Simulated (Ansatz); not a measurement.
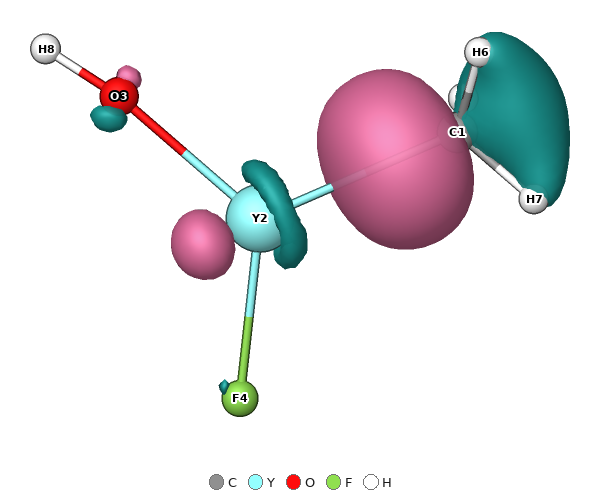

*CH$_{4}$FOY (SMILES [CH3][Y]([OH])[F]). One frontier orbital at ±0.2 Å⁻³ᐟ² (teal and pink are the two phases), seen across its widest extent.*

Geometry: PBE0-D4/def2-TZVP; core potentials replace the inner electrons of Y.

Theory: RKS PBE0-D4/def2-TZVPP (Ansatz 0.2.0).

```xyz
8

C    -0.4069   -0.0257   -1.4007
Y     0.8311   -0.1048    0.6125
O    -0.0732    0.7463    2.1931
F     2.1327   -1.6211    0.7763
H    -1.3226   -0.6292   -1.3238
H    -0.7446    0.9854   -1.6657
H     0.1393   -0.4164   -2.2692
H    -0.4636    1.0083    3.0218
```

**Which orbital is it: HOMO or LUMO?**

The HOMO, at −6.58 eV. By Hirshfeld shares it lies mainly on C1 (about 55 %) and Y2 (about 25 %).
